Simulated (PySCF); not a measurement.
Al(OMe)(OEt)(NH2), SMILES [NH2][Al]([O]C)[O]CC at its GFN2-xTB optimised geometry (Å):

```
17

Al    -0.9818    -0.4827     0.0000
O     -1.8030     0.9456     0.0000
C     -2.3007     2.2464    -0.0053
H     -2.9563     2.3884    -0.8700
H     -2.8777     2.4267     0.9067
H     -1.4889     2.9767    -0.0569
O      0.6730    -0.4827     0.0000
C      1.9599    -1.0150    -0.0201
C      1.9489    -2.5305    -0.1730
H      2.5116    -0.5641    -0.8558
H      2.4673    -0.7425     0.9148
H      1.4442    -2.7995    -1.0981
H      2.9650    -2.9165    -0.1920
H      1.4095    -2.9767     0.6592
N     -1.9590    -1.9682     0.0075
H     -2.9650    -1.9764    -0.0009
H     -1.5953    -2.9064    -0.0119
```

Computed with PySCF with CAM-B3LYP/def2-SVP.

Map of the log10 of the electron density (e/bohr³), floored at −4 on the plane z = 1.5 Å:

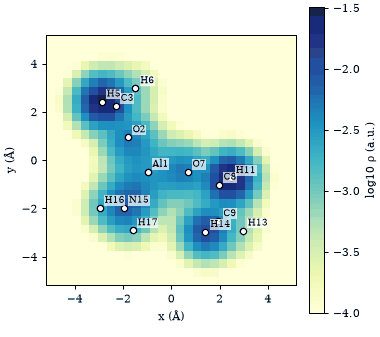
Log10 of the electron density (e/bohr³), floored at −4 on the plane z = 1.5 Å.
